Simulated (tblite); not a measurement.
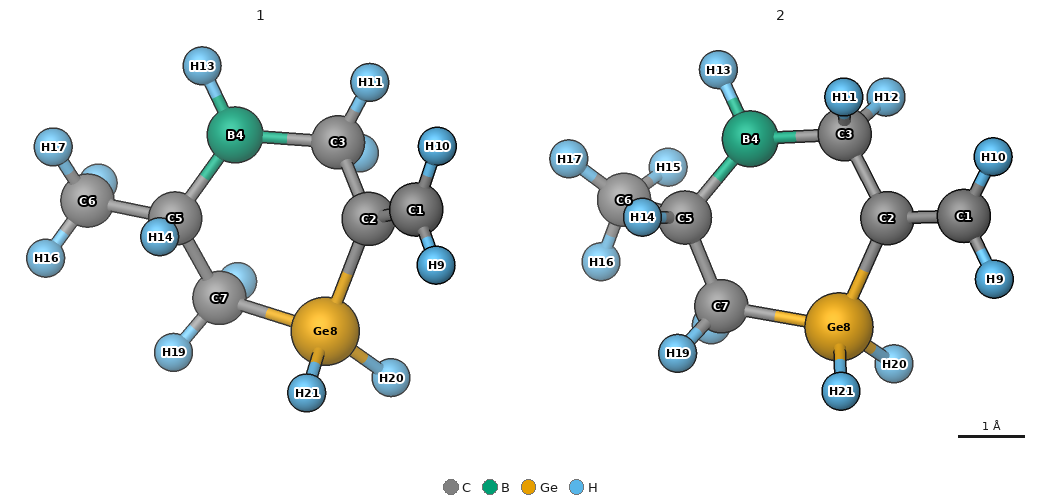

Two geometries of C6H13BGe, drawn at one scale. One is the start of a relaxation, the other its converged end. Style: ball-and-stick. Shown at a tilt.

All numbers below come from tblite 0.8.0, GFN2-xTB geometry optimisation, gas phase. 

**Which one is relaxed?**

Structure 1 is the relaxed one. An H atom moves most after the best rigid fit: 1.31 Å. Largest moves by element: H 1.31 Å, C 0.65 Å, Ge 0.13 Å, B 0.10 Å. Among the contacts that change: C–Ge 1.907 → 1.977 Å, C–Ge 1.900 → 1.958 Å, C–C 1.484 → 1.535 Å, Ge–H 1.555 → 1.508 Å. Bond angles that change, for instance: C–C–Ge 122.9° → 113.3°, B–C–C 105.2° → 113.8°, C–B–C 129.1° → 121.6°. Groups turn about C–C by about 55°, B–C by about 55°, C–C by about 40°. The energy falls by 92.4 kJ/mol in 125 geometry steps.
